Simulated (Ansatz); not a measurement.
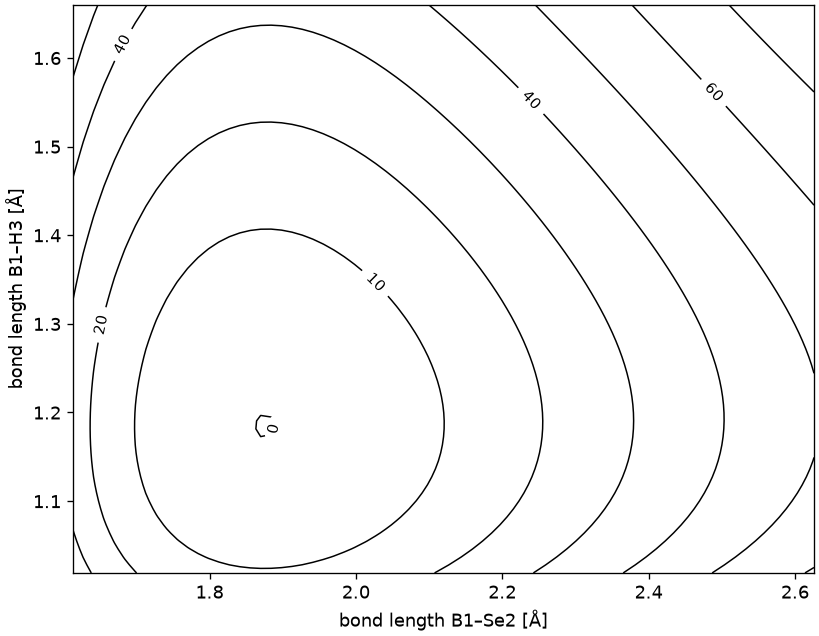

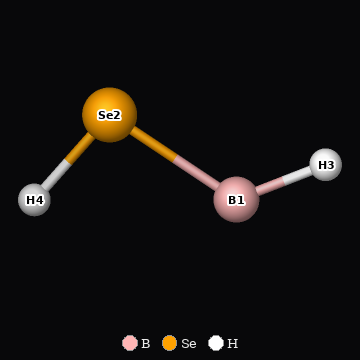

Energy landscape of BH₂Se, SMILES [BH][SeH], spin multiplicity 2. The first coordinate is: bond length B1–Se2; the second: bond length B1–H3. Nothing is relaxed (all other coordinates rigid). The grid has 7 × 7 points. All energies are given in kcal/mol relative to the relaxed molecule at the same level. Method: UKS r2SCAN0-D4/def2-TZVP in Ansatz 0.2.0.

In the figure: contour lines labelled in kcal/mol. Between grid points the surface is interpolated. The second picture is the structure at the lowest point.

### What does the map say about the system?

The lowest grid point is at bond length B1–Se2 = 1.951 Å, bond length B1–H3 = 1.233 Å, 1.8 kcal/mol from the relaxed molecule at the same level. The bottom of the well lies between grid points, at about bond length B1–Se2 = 1.874 Å, bond length B1–H3 = 1.185 Å, about 1.8 kcal/mol lower on the interpolated surface. No other kind of well shows on this grid. The highest grid point, bond length B1–Se2 = 2.626 Å, bond length B1–H3 = 1.660 Å, lies 76.4 kcal/mol above the lowest. Round the minimum the two coordinates are nearly uncoupled.

The input of one point:

```yaml
crystal:
  periodic: [false, false, false]
  atoms:
    - { symbol: B, position_ang: [-0.086087, -0.774041, 0.278101] }
    - { symbol: Se, position_ang: [0.35341, 1.059631, -0.222788] }
    - { symbol: H, position_ang: [0.588473, -1.475979, 1.034766] }
    - { symbol: H, position_ang: [-0.79578, 1.304946, -1.099554] }
magnetization:
  spin_polarized: true
  initial_magnetization: 1
basis:
  gaussian: { orbitals: def2-TZVP }
hamiltonian:
  xc: { name: r2SCAN0 }
  dispersion: d4
output:
  forces: true
```

Each point was launched as `ansatz run input.yaml --threads 1 --pin off --max-ram 2560MiB --backend cpu --events-out ev --progress --plain --runs-dir out`. Time for the 49 points that were run: 7.9 min on 1 thread of Arm Neoverse V1, on a shared host.
